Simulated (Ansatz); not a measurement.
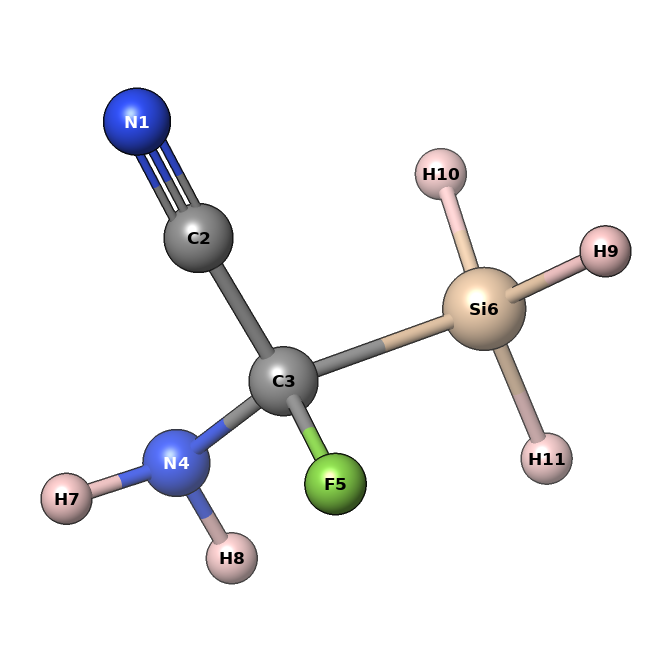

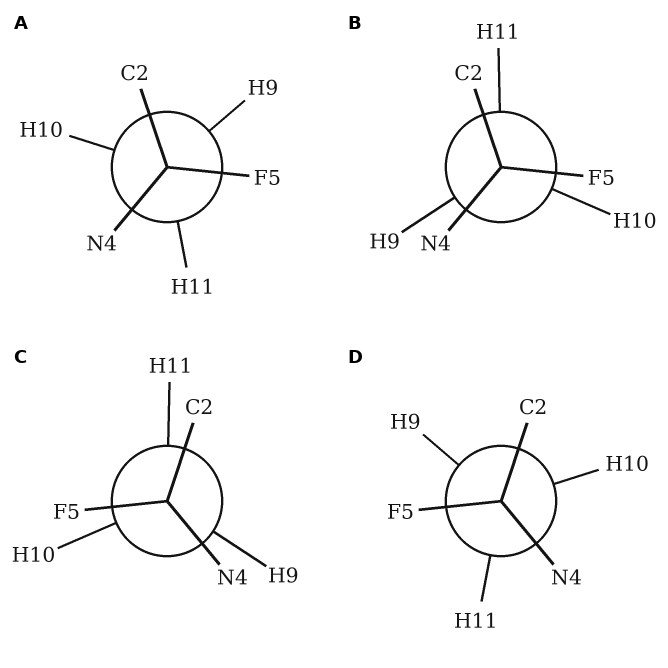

Distant atoms are faded towards the background colour. Bonds that would overlap in a projection are set slightly apart. The geometry was computed by an optimisation with PBE0-D4/def2-TZVP. No frequency run is at hand to confirm it as a minimum.

### Which Newman projection shows the view along C3–Si6, with C3 in front?

A. The torsion angle F5–C3–Si6–H9 is −47°, synclinal (gauche).
